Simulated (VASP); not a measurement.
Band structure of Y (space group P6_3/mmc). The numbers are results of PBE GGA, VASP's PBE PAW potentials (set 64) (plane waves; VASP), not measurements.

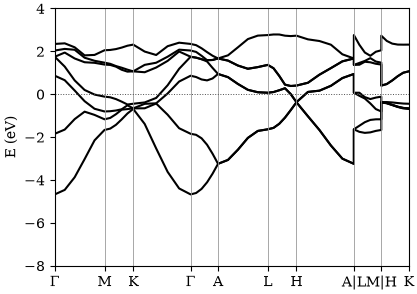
*Bands along high-symmetry lines, zero at the valence-band maximum or, without a gap, the Fermi level*

Problem. Read the plot: is there a gap, and where are the band edges?

Solution. It has no gap at this level: it comes out as a metal or semimetal.

The structure is a typed Y crystal (P6_3/mmc). The cell was not relaxed at this level.
